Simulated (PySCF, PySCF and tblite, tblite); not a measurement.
# C₁₀H₁₀O₃: conformers and averaged spectra

Which conformers does C₁₀H₁₀O₃ (`COC(=O)c1ccc(C(C)=O)cc1`) populate, and what do their averaged NMR parameters look like?

Computed with tblite 0.8.0 (tight binding) and PySCF 2.14.0 (DFT, with response routines of our own); each step states its level. Atoms count from 0 throughout.

### 1 The starting structure

23 atoms, charge 0, multiplicity 1; geometry from: MMFF94s geometry.

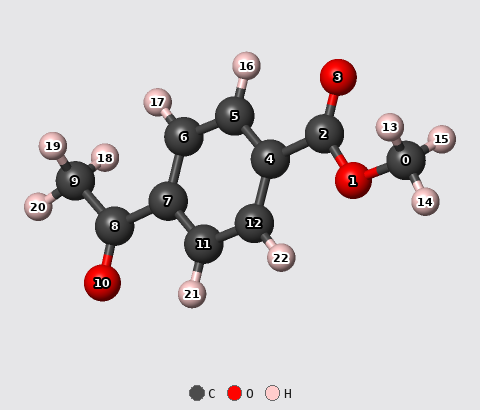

The starting geometry (carbon dark grey, oxygen red, hydrogen pink), atoms numbered.

### 2 GFN2-xTB relaxation, conformer 1

What the job is given:

```
{"job": {"xc": "GFN2-xTB", "basis": "xTB", "kind": "relax"}, "charge": 0, "multiplicity": 1}
C      4.617100    -0.425100     0.345600
O      3.192400    -0.472200     0.551300
C      2.479500     0.150300    -0.390500
O      2.918600     0.740300    -1.379000
C      1.013100     0.051400    -0.092900
C      0.110600     0.653900    -0.995400
C     -1.264100     0.594400    -0.770300
C     -1.755700    -0.071900     0.362600
C     -3.219200    -0.177500     0.648600
C     -4.205700     0.465900    -0.298100
O     -3.613100    -0.774200     1.648000
C     -0.866900    -0.681300     1.252600
C      0.511300    -0.613500     1.034900
H      4.961500     0.614400     0.349600
H      5.093300    -0.947500     1.168500
H      4.869800    -0.914600    -0.581900
H      0.489900     1.181100    -1.869300
H     -1.925600     1.065800    -1.484000
H     -4.118400     0.018600    -1.288400
H     -4.028000     1.547700    -0.342000
H     -5.223100     0.304700     0.066100
H     -1.234600    -1.199400     2.132800
H      1.192200    -1.084300     1.749400
```

On the command line:

```bash
$ OMP_NUM_THREADS=1 python ens_run.py task.json out
```

The driver reads the study from task.json and runs its stages one after another.

Log:

```text
step      E/eV     max force
  0   -1052.93221    2.113
  1   -1052.98438    2.101
  2   -1053.02953    0.296
  3   -1053.04053    0.220
  4   -1053.05040    0.254
  5   -1053.05417    0.158
  6   -1053.05721    0.139
  7   -1053.05842    0.147
  8   -1053.05945    0.089
  9   -1053.06023    0.064
 10   -1053.06089    0.052
 11   -1053.06139    0.051
 12   -1053.06188    0.062
 13   -1053.06226    0.057
 14   -1053.06264    0.045
 15   -1053.06297    0.045
 16   -1053.06319    0.029
 17   -1053.06319    0.029
 18   -1053.06326    0.026
 19   -1053.06334    0.018
 20   -1053.06337    0.018
 21   -1053.06343    0.020
 22   -1053.06347    0.021
 23   -1053.06350    0.012
 24   -1053.06353    0.012
 25   -1053.06356    0.013
 26   -1053.06358    0.012
 27   -1053.06361    0.017
 28   -1053.06364    0.020
 29   -1053.06367    0.013
 30   -1053.06369    0.013
 31   -1053.06371    0.010
 32   -1053.06373    0.010
 33   -1053.06375    0.007
 34   -1053.06376    0.006
 35   -1053.06376    0.005
 36   -1053.06376    0.006
 37   -1053.06377    0.005
 38   -1053.06377    0.005
 39   -1053.06378    0.006
 40   -1053.06378    0.005
 41   -1053.06378    0.006
 42   -1053.06379    0.006
 43   -1053.06379    0.004
```

Run time: 0.36 s. Hardware: 1 thread of Arm Neoverse V2, shared host.

The energy fell by 0.132 eV, and the atoms moved 0.03 Å (root mean square).

GFN2-xTB relaxation, conformer 2:

What the job is given:

```
{"job": {"xc": "GFN2-xTB", "basis": "xTB", "kind": "relax"}, "charge": 0, "multiplicity": 1}
C      4.465300    -0.449700     0.692600
O      3.027300    -0.334200     0.678900
C      2.525700     0.069100    -0.493200
O      3.156400     0.348200    -1.508900
C      1.030800     0.158300    -0.413500
C      0.328600     0.570800    -1.565400
C     -1.060700     0.672000    -1.544500
C     -1.771800     0.361200    -0.373200
C     -3.261900     0.473200    -0.403800
C     -4.054000     0.142800     0.842600
O     -3.835100     0.840500    -1.435000
C     -1.085200    -0.058300     0.766900
C      0.311200    -0.151400     0.753200
H      4.791700    -1.188000    -0.044300
H      4.912500     0.536000     0.499900
H      4.764500    -0.781400     1.699000
H      0.871800     0.822300    -2.474100
H     -1.587100     0.985400    -2.439600
H     -5.117300     0.289400     0.645300
H     -3.760700     0.813900     1.661200
H     -3.897300    -0.895300     1.120100
H     -1.599000    -0.304000     1.688700
H      0.839700    -0.467200     1.657100
```

Log:

```text
step      E/eV     max force
  0   -1052.91017    1.902
  1   -1052.96905    1.981
  2   -1053.02022    0.307
  3   -1053.03140    0.219
  4   -1053.04105    0.260
  5   -1053.04511    0.171
  6   -1053.04815    0.111
  7   -1053.04937    0.123
  8   -1053.05053    0.101
  9   -1053.05140    0.058
 10   -1053.05204    0.047
 11   -1053.05246    0.053
 12   -1053.05294    0.054
 13   -1053.05336    0.050
 14   -1053.05375    0.047
 15   -1053.05408    0.040
 16   -1053.05408    0.040
 17   -1053.05420    0.024
 18   -1053.05433    0.031
 19   -1053.05437    0.026
 20   -1053.05441    0.019
 21   -1053.05449    0.018
 22   -1053.05452    0.017
 23   -1053.05457    0.015
 24   -1053.05460    0.014
 25   -1053.05463    0.016
 26   -1053.05467    0.017
 27   -1053.05471    0.014
 28   -1053.05474    0.015
 29   -1053.05476    0.014
 30   -1053.05479    0.011
 31   -1053.05481    0.008
 32   -1053.05481    0.005
 33   -1053.05482    0.004
 34   -1053.05482    0.005
 35   -1053.05483    0.004
```

Run time: 0.28 s. Hardware: 1 thread of Arm Neoverse V2, shared host.

Gain 0.145 eV; displacement 0.03 Å root mean square.

### 3 Shieldings, conformer 1: B3LYP/6-31G*

What the job is given:

```
{"job": {"xc": "B3LYP", "basis": "6-31G*", "kind": "nmr", "pop": true}, "charge": 0, "multiplicity": 1}
C      4.595190    -0.415763     0.341539
O      3.191580    -0.463765     0.546599
C      2.442987     0.150037    -0.380134
O      2.909171     0.715899    -1.338451
C      0.989299     0.052968    -0.092668
C      0.100252     0.650533    -0.983981
C     -1.260680     0.588721    -0.762899
C     -1.757032    -0.075426     0.358886
C     -3.210383    -0.187971     0.669091
C     -4.170821     0.464148    -0.292603
O     -3.595812    -0.778719     1.652126
C     -0.859450    -0.671666     1.247368
C      0.500932    -0.611652     1.029797
H      4.940246     0.620020     0.319483
H      5.042377    -0.950700     1.175346
H      4.856663    -0.892111    -0.605631
H      0.501552     1.160252    -1.847084
H     -1.928793     1.058499    -1.467211
H     -4.060444     0.030329    -1.283991
H     -3.972535     1.531888    -0.353880
H     -5.187871     0.306841     0.057011
H     -1.261038    -1.181586     2.110590
H      1.189859    -1.073794     1.718881
```

Log:

```text
coarse grid: 20320 points
cycle   1  E = -612.5595597694  dE =  2.428e+00  |g| = 1.241e+00  |ddm| = 5.108e+00
cycle   2  E = -611.6112474493  dE =  9.483e-01  |g| = 2.501e+00  |ddm| = 4.080e+00
cycle   3  E = -612.8387734212  dE = -1.228e+00  |g| = 3.765e-01  |ddm| = 3.192e+00
cycle   4  E = -612.8667585083  dE = -2.799e-02  |g| = 1.396e-01  |ddm| = 4.577e-01
cycle   5  E = -612.8698299627  dE = -3.071e-03  |g| = 5.058e-02  |ddm| = 1.271e-01
cycle   6  E = -612.8703467909  dE = -5.168e-04  |g| = 1.708e-02  |ddm| = 5.792e-02
cycle   7  E = -612.8704002297  dE = -5.344e-05  |g| = 5.971e-03  |ddm| = 1.897e-02
cycle   8  E = -612.8704069092  dE = -6.679e-06  |g| = 1.506e-03  |ddm| = 6.412e-03
final grid: 199424 points
cycle   9  E = -612.7615202724  dE = -3.920e-05  |g| = 8.378e-03  |ddm| = 4.243e-02
cycle  10  E = -612.7615010930  dE =  1.918e-05  |g| = 1.263e-02  |ddm| = 2.051e-02
cycle  11  E = -612.7615365435  dE = -3.545e-05  |g| = 3.173e-03  |ddm| = 1.383e-02
cycle  12  E = -612.7615385272  dE = -1.984e-06  |g| = 3.982e-04  |ddm| = 3.004e-03
cycle  13  E = -612.7615385535  dE = -2.633e-08  |g| = 1.686e-04  |ddm| = 4.870e-04
cycle  14  E = -612.7615385585  dE = -4.996e-09  |g| = 6.417e-05  |ddm| = 1.952e-04
cycle  15  E = -612.7615385594  dE = -8.761e-10  |g| = 1.981e-05  |ddm| = 7.667e-05
converged SCF energy = -612.7615385594

GIAO shielding tensors (ppm)
atom      isotropic    diamagn.    paramagn.     s11        s22        s33       span
  0 C      141.153     237.703     -96.549    114.641    127.100    181.719     67.079
  1 O      172.903     398.041    -225.138      6.041    253.284    259.383    253.342
  2 C       35.800     253.602    -217.802    -47.929     70.099     85.228    133.157
  3 O      -45.493     402.330    -447.822   -305.441   -176.467    345.430    650.871
  4 C       65.043     255.943    -190.900    -22.833     51.263    166.699    189.532
  5 C       67.323     263.809    -196.486    -28.524     47.567    182.926    211.450
  6 C       70.319     264.586    -194.267    -16.329     48.354    178.933    195.262
  7 C       61.367     255.793    -194.426    -22.631     37.071    169.661    192.292
  8 C        7.093     242.762    -235.670    -69.113    -18.158    108.549    177.662
  9 C      165.620     252.999     -87.379    152.212    153.717    190.930     38.718
 10 O     -261.655     399.447    -661.102   -823.467   -327.181    365.681   1189.148
 11 C       68.945     263.744    -194.799    -24.943     43.552    188.226    213.169
 12 C       68.619     264.716    -196.098    -21.875     45.739    181.992    203.867
 13 H       28.354      25.948       2.406     24.729     26.339     33.995      9.266
 14 H       28.754      26.882       1.872     24.831     27.826     33.604      8.772
 15 H       28.367      26.034       2.333     24.743     26.336     34.023      9.279
 16 H       24.208      33.934      -9.725     19.630     23.630     29.365      9.736
 17 H       24.641      34.194      -9.554     20.278     23.632     30.012      9.734
 18 H       29.874      30.228      -0.355     26.048     30.889     32.684      6.636
 19 H       29.875      30.125      -0.250     26.051     30.902     32.672      6.620
 20 H       30.485      26.259       4.226     26.972     29.595     34.887      7.915
 21 H       24.156      33.181      -9.025     19.224     24.470     28.774      9.550
 22 H       24.346      33.920      -9.574     19.242     23.739     30.055     10.813
```

It took 45 s on 1 thread of Arm Neoverse V2, shared host; peak memory 0.94 GiB.

Key values: HOMO -6.90 eV, LUMO -2.04 eV; dipole 1.28 D.

### 4 Shieldings, conformer 2: B3LYP/6-31G*

What the job is given:

```
{"job": {"xc": "B3LYP", "basis": "6-31G*", "kind": "nmr", "pop": false}, "charge": 0, "multiplicity": 1}
C      4.446743    -0.442435     0.690386
O      3.031409    -0.334448     0.681078
C      2.487291     0.071378    -0.475794
O      3.140440     0.332498    -1.455631
C      1.006689     0.160767    -0.410862
C      0.319435     0.569338    -1.552234
C     -1.055338     0.664495    -1.529792
C     -1.772786     0.355364    -0.372222
C     -3.256913     0.482690    -0.426873
C     -4.023437     0.148683     0.828018
O     -3.817028     0.839235    -1.438107
C     -1.078549    -0.053022     0.766850
C      0.298957    -0.149647     0.747901
H      4.776633    -1.162442    -0.061317
H      4.901957     0.525382     0.470337
H      4.720295    -0.776939     1.687602
H      0.884815     0.805566    -2.440815
H     -1.606808     0.979084    -2.403261
H     -5.085786     0.287816     0.644620
H     -3.711210     0.798359     1.642647
H     -3.840693    -0.884623     1.114588
H     -1.607135    -0.298045     1.674636
H      0.836268    -0.465462     1.628324
```

Log:

```text
coarse grid: 20320 points
cycle   1  E = -612.5599214804  dE =  2.428e+00  |g| = 1.243e+00  |ddm| = 5.110e+00
cycle   2  E = -611.5816892445  dE =  9.782e-01  |g| = 2.528e+00  |ddm| = 4.110e+00
cycle   3  E = -612.8376150916  dE = -1.256e+00  |g| = 3.918e-01  |ddm| = 3.233e+00
cycle   4  E = -612.8678872046  dE = -3.027e-02  |g| = 1.468e-01  |ddm| = 4.779e-01
cycle   5  E = -612.8713892098  dE = -3.502e-03  |g| = 5.384e-02  |ddm| = 1.409e-01
cycle   6  E = -612.8720025749  dE = -6.134e-04  |g| = 1.729e-02  |ddm| = 6.308e-02
cycle   7  E = -612.8720582878  dE = -5.571e-05  |g| = 6.007e-03  |ddm| = 1.913e-02
cycle   8  E = -612.8720647112  dE = -6.423e-06  |g| = 1.631e-03  |ddm| = 6.456e-03
final grid: 199424 points
cycle   9  E = -612.7613531223  dE = -3.914e-05  |g| = 8.241e-03  |ddm| = 4.490e-02
cycle  10  E = -612.7613336706  dE =  1.945e-05  |g| = 1.258e-02  |ddm| = 2.019e-02
cycle  11  E = -612.7613687660  dE = -3.510e-05  |g| = 3.171e-03  |ddm| = 1.367e-02
cycle  12  E = -612.7613707499  dE = -1.984e-06  |g| = 4.165e-04  |ddm| = 2.952e-03
cycle  13  E = -612.7613707802  dE = -3.033e-08  |g| = 1.784e-04  |ddm| = 5.378e-04
cycle  14  E = -612.7613707869  dE = -6.700e-09  |g| = 6.012e-05  |ddm| = 2.228e-04
cycle  15  E = -612.7613707878  dE = -8.740e-10  |g| = 1.572e-05  |ddm| = 7.504e-05
converged SCF energy = -612.7613707878

GIAO shielding tensors (ppm)
atom      isotropic    diamagn.    paramagn.     s11        s22        s33       span
  0 C      141.133     237.778     -96.645    114.639    127.157    181.602     66.964
  1 O      173.046     399.212    -226.166      6.335    254.224    258.578    252.243
  2 C       35.887     252.898    -217.011    -48.181     70.717     85.124    133.305
  3 O      -46.293     400.757    -447.050   -306.640   -177.962    345.723    652.363
  4 C       65.100     255.682    -190.582    -22.854     51.286    166.868    189.722
  5 C       66.969     263.126    -196.156    -28.393     45.646    183.656    212.049
  6 C       68.956     262.859    -193.903    -24.517     42.740    188.644    213.161
  7 C       61.297     255.307    -194.010    -22.836     36.997    169.731    192.567
  8 C        7.268     242.986    -235.718    -69.020    -17.682    108.506    177.525
  9 C      165.599     253.088     -87.489    152.392    153.571    190.835     38.443
 10 O     -261.685     397.369    -659.054   -823.174   -327.808    365.928   1189.102
 11 C       70.367     265.102    -194.735    -16.630     49.137    178.595    195.225
 12 C       69.002     265.188    -196.186    -21.918     47.615    181.310    203.227
 13 H       28.358      26.136       2.222     24.749     26.303     34.023      9.274
 14 H       28.355      25.947       2.409     24.750     26.299     34.017      9.267
 15 H       28.772      27.210       1.562     24.874     27.872     33.571      8.697
 16 H       24.135      32.801      -8.666     19.470     23.792     29.144      9.674
 17 H       24.094      32.231      -8.138     19.169     24.550     28.563      9.394
 18 H       30.480      26.480       4.000     26.968     29.579     34.893      7.924
 19 H       29.887      30.377      -0.491     26.044     30.967     32.649      6.604
 20 H       29.891      30.652      -0.760     26.061     30.948     32.665      6.604
 21 H       24.712      35.062     -10.350     20.340     23.565     30.230      9.890
 22 H       24.419      34.837     -10.418     19.390     23.570     30.298     10.908
```

Wall time 40 s (1 thread of Arm Neoverse V2, shared host); peak memory 1.1 GiB.

In short: HOMO -6.91 eV, LUMO -2.04 eV; dipole 4.04 D.

### 5 Averages: properties at B3LYP/6-31G*

What the job is given:

```
{"job": {"study": "conf", "smiles": "COC(=O)c1ccc(C(C)=O)cc1", "search": {"seed": 8221, "n_embed": 150, "ff_keep": 22, "window": 3.0, "nmax": 10, "temps": [250, 273.15, 298.15, 323.15, 373.15], "t_ref": 298.15, "order": 0.002}, "level": {"nmr": {"xc": "B3LYP", "basis": "6-31G*"}}, "kind": "conf"}, "charge": 0, "multiplicity": 1}
C      4.595190    -0.415763     0.341539
O      3.191580    -0.463765     0.546599
C      2.442987     0.150037    -0.380134
O      2.909171     0.715899    -1.338451
C      0.989299     0.052968    -0.092668
C      0.100252     0.650533    -0.983981
C     -1.260680     0.588721    -0.762899
C     -1.757032    -0.075426     0.358886
C     -3.210383    -0.187971     0.669091
C     -4.170821     0.464148    -0.292603
O     -3.595812    -0.778719     1.652126
C     -0.859450    -0.671666     1.247368
C      0.500932    -0.611652     1.029797
H      4.940246     0.620020     0.319483
H      5.042377    -0.950700     1.175346
H      4.856663    -0.892111    -0.605631
H      0.501552     1.160252    -1.847084
H     -1.928793     1.058499    -1.467211
H     -4.060444     0.030329    -1.283991
H     -3.972535     1.531888    -0.353880
H     -5.187871     0.306841     0.057011
H     -1.261038    -1.181586     2.110590
H      1.189859    -1.073794     1.718881
```

Log:

```text
conformer  sym    E(xTB)   E(DFT)   G(298.15 K)  weight  dipole/D
    1     Cs      0.000    0.000    0.000   0.5280    1.276
    2     Cs      0.207    0.105    0.066   0.4720    4.044

mean shielding (ppm) by class
class atoms           250 K   273.15 K   298.15 K   323.15 K   373.15 K
  0 C  0            141.144    141.144    141.144    141.144    141.143
  1 O  1            172.969     172.97     172.97    172.971    172.972
  2 C  2              35.84      35.84     35.841     35.841     35.842
  3 O  3            -45.863    -45.867     -45.87    -45.873    -45.878
  4 C  4             65.069      65.07      65.07      65.07      65.07
  5 C  5,12          67.978     67.978     67.978     67.978     67.978
  6 C  6,11          69.646     69.646     69.646     69.646     69.646
  7 C  7             61.335     61.334     61.334     61.334     61.333
  8 C  8              7.174      7.175      7.175      7.176      7.177
  9 C  9             165.61     165.61     165.61     165.61     165.61
 10 O  10          -261.669   -261.669   -261.669   -261.669    -261.67
 11 H  13,14,15      28.493     28.493     28.493     28.493     28.493
 12 H  16,22         24.277     24.277     24.277     24.277     24.277
 13 H  17,21           24.4       24.4       24.4       24.4     24.401
 14 H  18,19,20      30.082     30.082     30.082     30.082     30.082
```

Run time: 89 s. Hardware: 1 thread of Arm Neoverse V2, shared host. This counts the runs that the step sums up.

The search (ETKDG and KDG, MMFF94s, GFN2-xTB) embedded 150 structures, kept 2 distinct ones after the force field and 2 after xTB; 2 were carried on (window 3.0 kcal/mol at the search's own energies). Energies: B3LYP/6-31G* with D3(BJ).

The conformers at 298 K:

```tsv
no.	group	mirror pair	ΔE xTB	ΔE DFT	ΔG	weight (%)	μ (D)	C0–O1–C2–O3 (°)	O1–C2–C4–C5 (°)	C6–C7–C8–O10 (°)	A, B, C (GHz)
1	Cs	no	0.00	0.00	0.00	52.8	1.28	0	-180	180	2.62, 0.36, 0.32
2	Cs	no	0.21	0.10	0.07	47.2	4.04	0	-180	0	2.60, 0.36, 0.32
```

Energies in kcal/mol. ΔG holds xTB vibrations and rotation, symmetry numbers and mirror pairs.

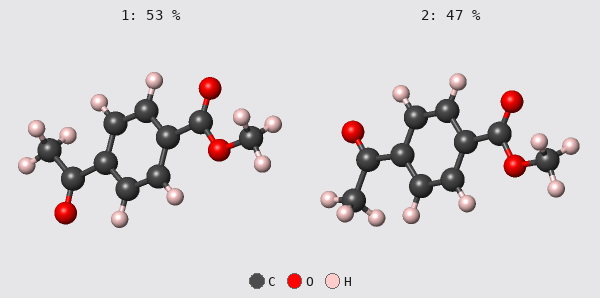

Conformers, most populated first.

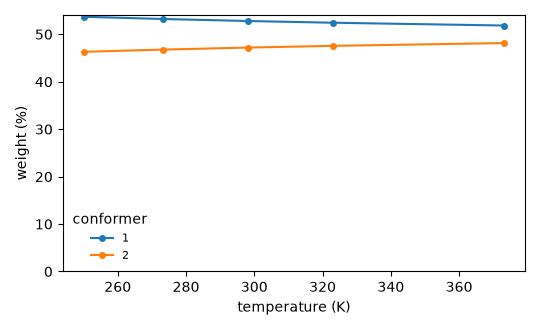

Weights against temperature.

How the weights hang on the way they are made:

```tsv
scheme	1	2	mean μ (D)
DFT free energy	53	47	2.58
DFT energy, symmetry counted	54	46	2.54
DFT energy alone	54	46	2.54
xTB energy, symmetry counted	59	41	2.42
xTB free energy	57	43	2.46
lowest conformer only	100	0	1.28
equal weights	50	50	2.66
```

Shifts against references run at the same level (¹H TMS 32.51, ¹³C TMS 191.9, ¹⁷O H2O 323.1 ppm of shielding), by class of atoms, at 298 K:

```tsv
atoms	environment	no. 1	no. 2	average
C8	ketone carbonyl carbon	184.8	184.6	184.7
C2	ester carbonyl carbon	156.1	156.0	156.1
C7	substituted aromatic carbon	130.5	130.6	130.6
C4	substituted aromatic carbon	126.9	126.8	126.8
C5, C12	aromatic CH	123.9	123.9	123.9
C6, C11	aromatic CH	122.3	122.2	122.3
C0	methyl carbon bonded to O	50.8	50.8	50.8
C9	methyl carbon α to a carbonyl	26.3	26.3	26.3
H16, H22	hydrogen on an aromatic CH	8.23	8.23	8.23
H17, H21	hydrogen on an aromatic CH	8.11	8.10	8.11
H13, H14, H15	hydrogen on a methyl carbon bonded to O	4.01	4.01	4.01
H18, H19, H20	hydrogen on a methyl carbon α to a carbonyl	2.43	2.42	2.42
O10	ketone oxygen	584.8	584.8	584.8
O3	ester carbonyl oxygen	368.6	369.4	369.0
O1	ester alkoxy oxygen	150.2	150.1	150.2
```

Effective distances for nuclear Overhauser effects, ⟨r⁻⁶⟩^(−1/6) over all pairs of two classes (Å): H16···H17 2.77; H17···H18 2.82.

### 6 Summary of results

| quantity | value |
| --- | --- |
| conformers | 2; the first in weight is no. 1 (Cs), 53 % at 298 K |
| root-mean-square dipole | 2.93 D |
| averaged ¹³C shifts (B3LYP/6-31G*) | 184.7, 156.1, 130.6, 126.8, 123.9, 122.3, 50.8, 26.3 ppm |
| averaged ¹H shifts (B3LYP/6-31G*) | 8.23, 8.11, 4.01, 2.42 ppm |

**Reading.** Conformer 1 leads with 53 % at 298 K, and its share goes from 54 % at 250 K to 52 % at 373 K. Among conformers over 5 %, C8 differs by 0.2 ppm, while the average moves by 0.0 ppm from 250 to 373 K.
